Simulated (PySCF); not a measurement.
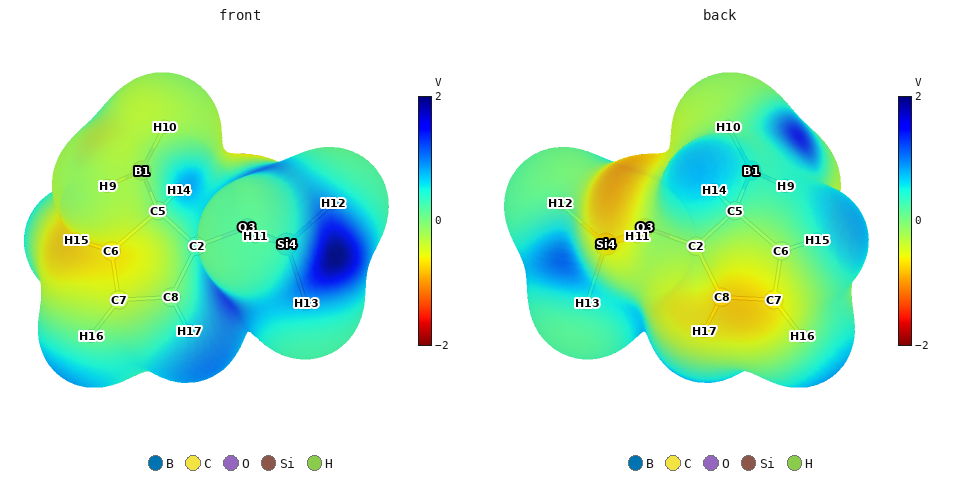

Figure. C5H9BOSi (SMILES BC1(O[SiH3])C=CC=C1). The electrostatic potential painted on the density surface at 0.002 e/bohr³, seen from the front and from behind; the colour scale runs from red (negative) to blue (positive).

Geometry: GFN2-xTB.

These are results of PBE0/pcSseg-1, SCF density, gas phase, non-relativistic (PySCF), not measurements.

```xyz
17

B    -0.6032    1.8425   -0.0460
C     0.0766   -0.2569   -0.3158
O     1.3468   -0.0843   -0.7093
Si    2.7699   -0.4130    0.0071
C    -1.0508    0.5671   -0.8696
C    -2.2407   -0.0713   -0.2626
C    -1.8509   -1.0262    0.6064
C    -0.4253   -1.1430    0.5819
H    -0.8869    1.9205    1.0839
H     0.0329    2.6739   -0.5644
H     2.8611    0.2694    1.2988
H     3.6591    0.1217   -1.0108
H     2.9415   -1.8517    0.2206
H    -1.0556    0.6830   -1.9484
H    -3.2431    0.2635   -0.4547
H    -2.4892   -1.6265    1.2296
H     0.1508   -1.8566    1.1434
```

**Which sites attract a positive test charge, and which a negative one?**

A positive charge is drawn to the negative regions and a negative charge to the positive ones. The most negative region (about −0.9 V) lies over O3, the most positive (about +1.8 V) over Si4.

**How polar is the molecule by this calculation?**

Its dipole moment is 0.81 D.
